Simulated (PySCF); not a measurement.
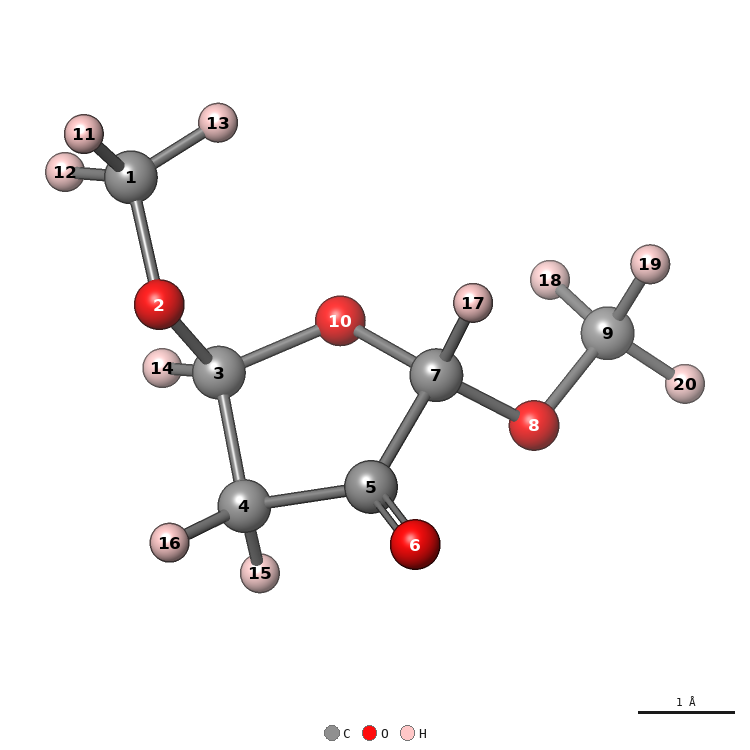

Orthographic view. Depth is shown by fading: the farther an atom, the more it takes the colour of the background. The computed structure is the end point of a PBE0-D3(BJ)/def2-SVP optimisation. No frequency run is at hand to confirm it as a minimum.

Write a MOL file (V2000) with the atoms in numerical order, bonds sorted by atom number with the orders drawn, and coordinates in the frame of the picture: x right, y up, z towards the viewer, origin at the mean position.

```
C6H10O4
                    3D

 20 20  0  0  0  0  0  0  0  0999 V2000
   -2.1700    1.8000    0.4700 C   0  0  0  0  0  0  0  0  0  0  0  0
   -1.8800    0.4700    0.8000 O   0  0  0  0  0  0  0  0  0  0  0  0
   -1.2500   -0.2400   -0.2100 C   0  0  2  0  0  0  0  0  0  0  0  0
   -0.9900   -1.6400    0.3200 C   0  0  0  0  0  0  0  0  0  0  0  0
    0.3400   -1.4400    1.0100 C   0  0  0  0  0  0  0  0  0  0  0  0
    0.8000   -2.0400    1.9400 O   0  0  0  0  0  0  0  0  0  0  0  0
    1.0200   -0.2700    0.2800 C   0  0  1  0  0  0  0  0  0  0  0  0
    2.0400   -0.7900   -0.4700 O   0  0  0  0  0  0  0  0  0  0  0  0
    2.8100    0.1700   -1.1400 C   0  0  0  0  0  0  0  0  0  0  0  0
    0.0200    0.3000   -0.5200 O   0  0  0  0  0  0  0  0  0  0  0  0
   -2.6600    2.2500    1.3400 H   0  0  0  0  0  0  0  0  0  0  0  0
   -2.8600    1.8600   -0.3900 H   0  0  0  0  0  0  0  0  0  0  0  0
   -1.2600    2.3700    0.2300 H   0  0  0  0  0  0  0  0  0  0  0  0
   -1.8400   -0.1900   -1.1400 H   0  0  0  0  0  0  0  0  0  0  0  0
   -0.8200   -2.3400   -0.5200 H   0  0  0  0  0  0  0  0  0  0  0  0
   -1.7700   -2.0200    0.9800 H   0  0  0  0  0  0  0  0  0  0  0  0
    1.4000    0.4900    1.0000 H   0  0  0  0  0  0  0  0  0  0  0  0
    2.2100    0.7300   -1.8800 H   0  0  0  0  0  0  0  0  0  0  0  0
    3.2600    0.8900   -0.4300 H   0  0  0  0  0  0  0  0  0  0  0  0
    3.6200   -0.3600   -1.6700 H   0  0  0  0  0  0  0  0  0  0  0  0
  1  2  1  0
  1 11  1  0
  1 12  1  0
  1 13  1  0
  2  3  1  0
  3  4  1  0
  3 10  1  0
  3 14  1  0
  4  5  1  0
  4 15  1  0
  4 16  1  0
  5  6  2  0
  5  7  1  0
  7  8  1  0
  7 10  1  0
  7 17  1  0
  8  9  1  0
  9 18  1  0
  9 19  1  0
  9 20  1  0
M  END
```
